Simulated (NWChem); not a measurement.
**SiH2O (oxosilane): B86bPBE/6-31G**

What is the energy difference between two shapes of SiH2O (oxosilane) at B86bPBE/6-31G? 

The results are computed with NWChem 7.3.0.

3 further runs of the same task are left out: 2 that didn't finish, 1 set aside as unsound or not needed.

### Step 1. Starting point

SiH2O: 4 atoms, total charge 0, spin state singlet. As SMILES, `O=[SiH2]`. The coordinates come from a PBE0-D4/def2-TZVP relaxation.

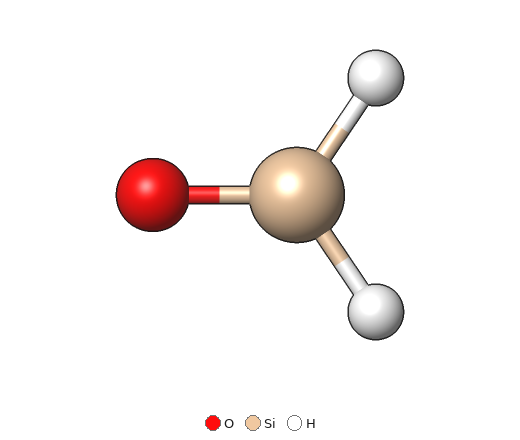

The structure, seen from a chosen angle (oxygen red, silicon light orange, hydrogen white).

### Step 2. Energy and gradient at B86bPBE/6-31G

The input, h2osi.nw:

```
echo
start h2osi
title "H2OSi"
memory stack 880 mb heap 220 mb global 1100 mb
geometry units angstroms noautoz
O       -0.283200       0.413500       1.469500
Si      -0.006700       0.009800       0.034900
H        0.439900      -1.346000      -0.376200
H       -0.150000       0.922700      -1.128300
end
basis "ao basis"
* library 6-31G
end
dft
xc becke86b cpbe96
grid fine
convergence energy 1e-05
direct
mulliken
noprint "final vectors analysis"
end
task dft gradient
```

On the command line:

```console
nwchem h2osi.nw > h2osi.out
```

Standard output (excerpt; [...] marks lines left out):

```text
[...]
 Group name             C2v
[...]
          Wavefunction type:  closed shell.
          No. of atoms     :     4
          No. of electrons :    24
[...]
          Charge           :     0
          Spin multiplicity:     1
[...]
          AO basis - number of functions:    26
[...]
              XC Information
              --------------
                    Becke 1986 Exchange Functional  1.000
            Perdew 1991 LDA Correlation Functional  1.000 local
           PerdewBurkeErnz. Correlation Functional  1.000 non-local
[...]
 d= 0,ls=0.0,diis     1   -365.5816230760 -4.18D+02  2.18D-01  1.13D+00     0.2
[...]
 d= 0,ls=0.0,diis     9   -365.7650509699 -3.36D-07  3.69D-06  1.02D-08     0.7
         Total DFT energy =     -365.765050969939
      One electron energy =     -609.770618501548
           Coulomb energy =      221.705903930775
    Exchange-Corr. energy =      -30.185130190857
 Nuclear repulsion energy =       52.484793791691
[...]
      Total Density - Mulliken Population Analysis
     ---------------------------------------------
    Atom       Charge   Shell Charges
 -----------   ------   -------------------------------------------------------
    1 O    8     8.57   2.00  0.93  2.81  1.05  1.77
    2 Si  14    13.25   2.00  2.00  5.96  1.05  1.81  0.17  0.26
    3 H    1     1.09   0.51  0.59
    4 H    1     1.09   0.51  0.59
[...]
  wavefunction    = closed shell
[...]
                         DFT ENERGY GRADIENTS
    atom               coordinates                        gradient
                 x          y          z           x          y          z
   1 O       0.000000   0.000000   2.040536    0.000000   0.000000  -0.113907
   2 Si      0.000000   0.000000  -0.823819    0.000000   0.000000   0.101207
   3 H       0.000000  -2.326098  -2.395411    0.000000   0.009655   0.006350
   4 H       0.000000   2.326098  -2.395411    0.000000  -0.009655   0.006350
[...]
```

Run time: 1.5 s. Hardware: 1 thread of AMD EPYC 9R45 (Zen 5), shared host; peak memory 0.11 GiB.

### Step 3. The distorted shape, same level

The input, h2osi.xyz:

```xyz
4
H2OSi
O     -0.263447     0.436774     1.524300
Si     0.043737     0.020981     0.050495
H      0.425582    -1.328809    -0.441792
H     -0.084956     0.935698    -1.183455
```

The input, h2osi.nw:

```
start h2osi
title "H2OSi"
memory stack 880 mb heap 220 mb global 1100 mb
geometry units angstrom noautoz
  load format xyz h2osi.xyz
end
basis cartesian
  * library 6-31G
end
dft
  xc becke86b cpbe96
  grid fine
  convergence energy 1e-05
  direct
  mulliken
end
task dft gradient
```

On the command line:

```console
nwchem h2osi.nw > h2osi.out
```

Standard output (excerpt; [...] marks lines left out):

```text
[...]
          Wavefunction type:  closed shell.
          No. of atoms     :     4
          No. of electrons :    24
[...]
          Charge           :     0
          Spin multiplicity:     1
[...]
          AO basis - number of functions:    26
[...]
              XC Information
              --------------
                    Becke 1986 Exchange Functional  1.000
            Perdew 1991 LDA Correlation Functional  1.000 local
           PerdewBurkeErnz. Correlation Functional  1.000 non-local
[...]
 d= 0,ls=0.0,diis     1   -365.5830454578 -4.17D+02  2.17D-01  1.13D+00     0.2
[...]
 d= 0,ls=0.0,diis    10   -365.7720406307 -2.20D-07  1.80D-06  2.25D-09     1.3
         Total DFT energy =     -365.772040630695
      One electron energy =     -606.888376866733
           Coulomb energy =      220.220911860169
    Exchange-Corr. energy =      -30.143445149541
 Nuclear repulsion energy =       51.038869525410
[...]
      Total Density - Mulliken Population Analysis
     ---------------------------------------------
    Atom       Charge   Shell Charges
 -----------   ------   -------------------------------------------------------
    1 O    8     8.56   2.00  0.94  2.78  1.05  1.79
    2 Si  14    13.26   2.00  2.00  5.96  1.06  1.78  0.18  0.28
    3 H    1     1.09   0.50  0.59
    4 H    1     1.10   0.49  0.61
[...]
  wavefunction    = closed shell
                         DFT ENERGY GRADIENTS
    atom               coordinates                        gradient
                 x          y          z           x          y          z
   1 O       0.002198   2.108951  -0.002138    0.000683  -0.057514  -0.000839
   2 Si     -0.008661  -0.842453   0.010630   -0.015011   0.061507   0.002897
   3 H      -2.250737  -2.533397  -0.067850    0.012157   0.002643  -0.000814
   4 H       2.354409  -2.543877  -0.063868    0.002171  -0.006637  -0.001245
[...]
```

It took 2.2 s on 1 thread of AMD EPYC 9R45 (Zen 5), shared host; peak memory 0.11 GiB.

### Step 4. Outcome

At B86bPBE/6-31G:

| quantity | value |
| --- | --- |
| first shape: total energy | -365.76505 Eh |
| first shape: dipole moment | 3.32 D |
| first shape: largest force on an atom | 5.857 eV/Å |
| distorted shape: total energy | -365.77204 Eh |
| distorted shape: dipole moment | 3.23 D |
| distorted shape: HOMO energy | -6.55 eV |
| distorted shape: LUMO energy | -3.13 eV |
| distorted shape: HOMO–LUMO gap | 3.43 eV |
| distorted shape: largest force on an atom | 3.259 eV/Å |
| energy change with the atoms displaced | -0.190 eV |

In words: With the atoms displaced the energy falls by 0.19 eV (4.4 kcal/mol). The first shape isn't relaxed at this level, so the change isn't measured from a minimum. The largest force (first shape) is 5.86 eV/Å: the shape isn't a stationary point for this species at this level. Mulliken charges (distorted shape) run from -0.56 on O1 to +0.74 on Si2.
